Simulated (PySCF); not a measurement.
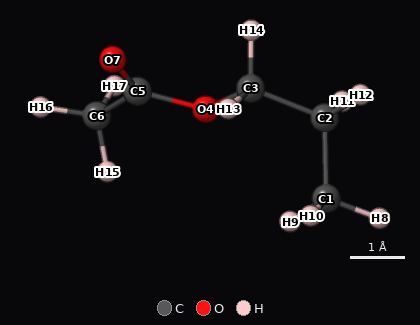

The structure as given in the input (ball-and-stick view, seen at a tilt; atoms are numbered from 1 in the order of the input).

# NMR shielding calculation of C5H10O2

- system: C5H10O2, SMILES CCCOC(C)=O
- method: GIAO wB97X/pcSseg-1 NMR shielding, non-relativistic, IEF-PCM methanol (PySCF 2.14.0)

The geometry comes from this level: GFN2-xTB. Figures and captions count atoms from 1; the log counts them from 0 in places.

Output
```
coarse grid: 13808 points
cycle   1  E = -346.6759330141  dE =  1.183e+00  |g| = 9.242e-01  |ddm| = 3.401e+00
cycle   2  E = -346.6453280961  dE =  3.060e-02  |g| = 1.084e+00  |ddm| = 1.048e+00
cycle   3  E = -346.8369427351  dE = -1.916e-01  |g| = 8.657e-02  |ddm| = 5.732e-01
cycle   4  E = -346.8379374093  dE = -9.947e-04  |g| = 5.616e-02  |ddm| = 7.390e-02
cycle   5  E = -346.8384678968  dE = -5.305e-04  |g| = 9.583e-03  |ddm| = 3.396e-02
cycle   6  E = -346.8384894700  dE = -2.157e-05  |g| = 2.979e-03  |ddm| = 1.026e-02
cycle   7  E = -346.8384922693  dE = -2.799e-06  |g| = 7.299e-04  |ddm| = 3.479e-03
final grid: 132176 points
cycle   8  E = -346.9072219318  dE = -1.193e-04  |g| = 4.756e-03  |ddm| = 3.027e-02
cycle   9  E = -346.9072239810  dE = -2.049e-06  |g| = 4.275e-03  |ddm| = 6.627e-03
cycle  10  E = -346.9072270245  dE = -3.044e-06  |g| = 9.131e-04  |ddm| = 2.342e-03
cycle  11  E = -346.9072271799  dE = -1.554e-07  |g| = 3.695e-04  |ddm| = 1.078e-03
cycle  12  E = -346.9072272087  dE = -2.874e-08  |g| = 9.057e-05  |ddm| = 3.040e-04
cycle  13  E = -346.9072272108  dE = -2.145e-09  |g| = 3.779e-05  |ddm| = 1.212e-04
cycle  14  E = -346.9072272112  dE = -4.455e-10  |g| = 6.766e-06  |ddm| = 5.950e-05
```

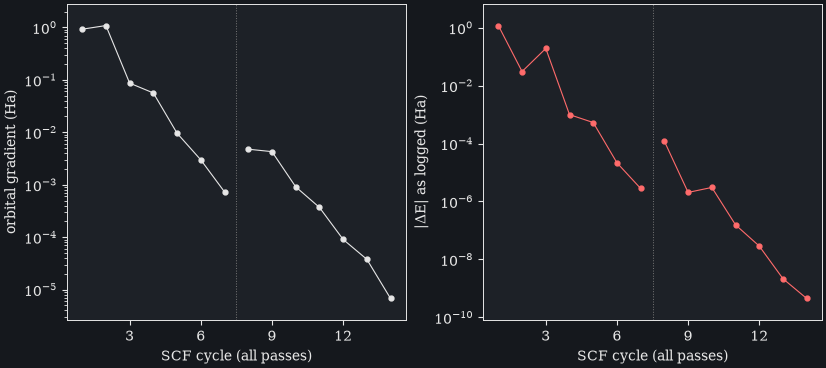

Convergence of the self-consistent field: orbital gradient and size of the energy change against the SCF cycle. The dotted line marks the change from a coarse to the final integration grid. The first 7 cycles use a coarse grid, the final grid takes over at cycle 8, and the field converges after 14 cycles in all.

```
converged SCF energy = -346.9072272112

GIAO shielding tensors (ppm)
atom      isotropic    diamagn.    paramagn.     s11        s22        s33       span
  0 C      176.504     247.901     -71.397    162.059    177.568    189.886     27.827
  1 C      165.015     248.008     -82.993    157.502    163.393    174.150     16.648
  2 C      120.466     247.321    -126.855    101.585    110.169    149.643     48.058
  3 O      132.850     405.726    -272.876    -46.694    200.332    244.913    291.607
  4 C        7.272     249.781    -242.509    -88.007     33.529     76.293    164.301
  5 C      165.415     247.491     -82.076    142.342    156.511    197.392     55.050
  6 O      -76.875     405.655    -482.530   -346.844   -182.388    298.607    645.450
  7 H       30.612      28.406       2.206     26.024     27.688     38.124     12.100
  8 H       30.501      32.271      -1.770     25.378     30.433     35.691     10.313
  9 H       30.932      30.366       0.566     26.948     28.601     37.246     10.297
 10 H       30.030      31.734      -1.704     26.077     28.466     35.546      9.469
 11 H       30.106      29.663       0.443     25.093     28.317     36.908     11.814
 12 H       27.870      33.364      -5.494     23.578     28.537     31.495      7.917
 13 H       27.616      32.117      -4.502     22.757     28.028     32.062      9.305
 14 H       29.390      29.529      -0.139     25.243     29.160     33.766      8.523
 15 H       29.942      26.508       3.434     25.671     28.221     35.935     10.264
 16 H       29.289      28.065       1.224     25.647     28.092     34.129      8.482
```

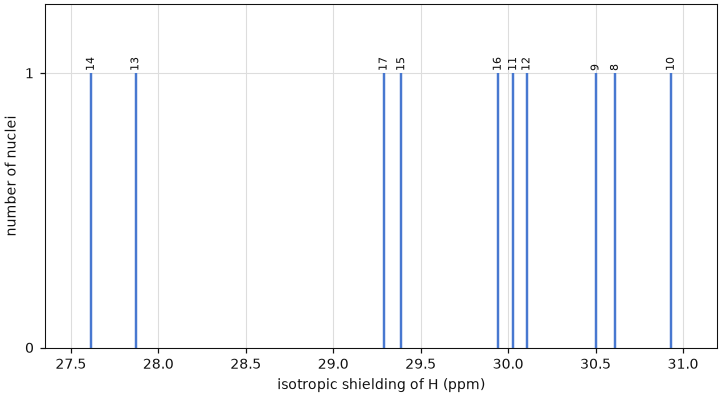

Isotropic shieldings of the hydrogen nuclei in this fixed geometry, labelled by atom number; shielding grows to the right, so chemical shift grows to the left. The least shielded is H14 (27.6 ppm), the most shielded H10 (30.9 ppm).

This output came from the following input.

Input file
```
{"job": {"xc": "wB97X", "basis": "pcSseg-1", "solvent": "methanol", "kind": "nmr", "pop": false}, "charge": 0, "multiplicity": 1}
C     -2.134107     1.008812     0.327354
C     -1.833801    -0.454501     0.026850
C     -0.462729    -0.868317     0.541772
O      0.537390    -0.186053    -0.216801
C      1.804626    -0.375817     0.159069
C      2.750048     0.385520    -0.733677
O      2.128617    -1.070460     1.085556
H     -3.106567     1.286035    -0.071476
H     -1.378817     1.645679    -0.125474
H     -2.137860     1.184691     1.400792
H     -1.865427    -0.622625    -1.050727
H     -2.581919    -1.094828     0.496700
H     -0.340966    -0.611336     1.600093
H     -0.307806    -1.948089     0.434712
H      2.430248     1.421125    -0.809868
H      3.756472     0.328320    -0.331593
H      2.728540    -0.051758    -1.729332
```

The first line tells a small driver script what to run in PySCF; the rest is the geometry in Å.

Launched with:
```bash
OMP_NUM_THREADS=1 python <driver script> task.json out
```

Results in brief

- outcome: converged
- total energy: −346.907227 hartree
- HOMO: −10.63 eV
- LUMO: 2.78 eV
- dipole moment: 2.64 D
- isotropic shielding, C: 7.3 to 176.5 ppm
- isotropic shielding, O: −76.9 to 132.9 ppm
- isotropic shielding, H: 27.6 to 30.9 ppm
- hardware: 1 CPU thread, shared host
- wall time: 26 s
- peak memory: 0.98 GiB
